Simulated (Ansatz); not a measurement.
**CH2BN (SMILES BC#N): single points off equilibrium**

A test off equilibrium: a structure displaced at random from a GFN2-xTB minimum is computed at several levels, and each is set against CCSD(T).

The runs use Ansatz 0.2.0, Gaussian basis; single points in def2-TZVPP.

Correlated methods freeze the cores.

### Step 1. The starting structure

SMILES `BC#N`, 5 atoms, charge 0, spin multiplicity 1.

Atoms are counted from 1 here; the program's logs count them from 0.

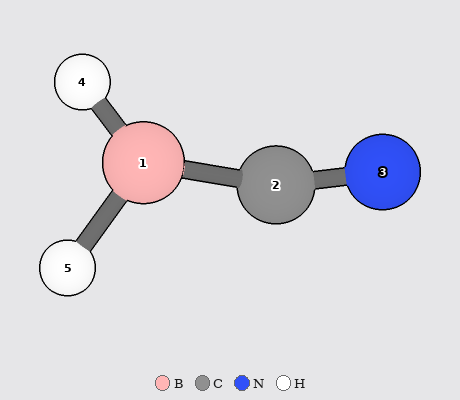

Start geometry, drawn with boron pink, carbon grey, nitrogen blue, hydrogen white; atoms are numbered from 1 in the order of the file.

Coordinates:

```
B    -0.0480    0.3291   -0.4685
C     0.3254   -0.6626    0.5623
N     0.7864   -1.6110    0.9699
H    -0.7781    0.2760   -1.2558
H    -0.0821    1.6175   -0.0026
```

### Step 2. CCSD(T)/def2-TZVPP

Contents of run/in.yaml:

```yaml
crystal:
  periodic: [false, false, false]
  atoms:
    - {symbol: B, position_ang: [-0.048000, 0.329100, -0.468500]}
    - {symbol: C, position_ang: [0.325400, -0.662600, 0.562300]}
    - {symbol: N, position_ang: [0.786400, -1.611000, 0.969900]}
    - {symbol: H, position_ang: [-0.778100, 0.276000, -1.255800]}
    - {symbol: H, position_ang: [-0.082100, 1.617500, -0.002600]}
basis:
  gaussian: {orbitals: def2-TZVPP}
correlation: {method: ccsd_t}
output: {forces: true}
```

The command line of these runs was not kept.

### Step 3. PBE0-D4/def2-TZVPP

run/in.yaml, as its differences from that of step 2:

```diff
@@ -10,3 +10,3 @@
   gaussian: {orbitals: def2-TZVPP}
-correlation: {method: ccsd_t}
-output: {forces: true}
+hamiltonian: {xc: pbe0, dispersion: d4}
+output: {forces: true, orbitals: {seedname: orbitals}}
```

### Step 4. wB97M-V/def2-TZVPP

run/in.yaml, as its differences from that of step 3:

```diff
@@ -10,3 +10,3 @@
   gaussian: {orbitals: def2-TZVPP}
-hamiltonian: {xc: pbe0, dispersion: d4}
-output: {forces: true, orbitals: {seedname: orbitals}}
+hamiltonian: {xc: {name: wB97M-V}}
+output: {forces: true}
```

### Step 5. r2SCAN-D4/def2-TZVPP

run/in.yaml, as its differences from that of step 4:

```diff
@@ -10,3 +10,3 @@
   gaussian: {orbitals: def2-TZVPP}
-hamiltonian: {xc: {name: wB97M-V}}
+hamiltonian: {xc: r2scan, dispersion: d4}
 output: {forces: true}
```

### Step 6. PBE-D4/def2-TZVPP

run/in.yaml, as its differences from that of step 5:

```diff
@@ -10,3 +10,3 @@
   gaussian: {orbitals: def2-TZVPP}
-hamiltonian: {xc: r2scan, dispersion: d4}
+hamiltonian: {xc: pbe, dispersion: d4}
 output: {forces: true}
```

### Step 7. r2SCAN0-D4/def2-TZVPP

run/in.yaml, as its differences from that of step 6:

```diff
@@ -10,3 +10,3 @@
   gaussian: {orbitals: def2-TZVPP}
-hamiltonian: {xc: pbe, dispersion: d4}
+hamiltonian: {xc: {name: r2SCAN0}, dispersion: d4}
 output: {forces: true}
```

### Step 8. B97M-V/def2-TZVPP

run/in.yaml, as its differences from that of step 7:

```diff
@@ -10,3 +10,3 @@
   gaussian: {orbitals: def2-TZVPP}
-hamiltonian: {xc: {name: r2SCAN0}, dispersion: d4}
+hamiltonian: {xc: {name: B97M-V}}
 output: {forces: true}
```

(Steps that only read results are left out.)

Q: Predict the outcome of this session. Wanted: energy less free atoms, CCSD(T)/def2-TZVPP; RMS force component; RMS force error; HOMO and LUMO, PBE0-D4; T1 diagnostic.

The runs gave:

| quantity | value |
| --- | --- |
| energy less free atoms, CCSD(T)/def2-TZVPP | -1886.6 kJ/mol |
| RMS force component | 2.309 to 2.636 eV/Å over the methods |
| RMS force error | PBE0-D4 0.480, wB97M-V 0.597, r2SCAN-D4 0.312, PBE-D4 0.299, r2SCAN0-D4 0.706, B97M-V 0.445 eV/Å |
| HOMO and LUMO, PBE0-D4 | -9.24 and -3.52 eV |
| T1 diagnostic | 0.014 |

In words: Against CCSD(T) the functionals' energies less atoms differ by -149.7 to -19.6 kJ/mol, PBE-D4 by -149.7 kJ/mol. A larger basis would deepen the CCSD(T) value, while the functionals are nearly converged already, so the order here is not reliable. On forces the order runs from PBE-D4 to r2SCAN0-D4. Frozen-core CCSD(T) forces in triple zeta carry basis errors of their own, and this is one geometry, so small gaps rank nothing.
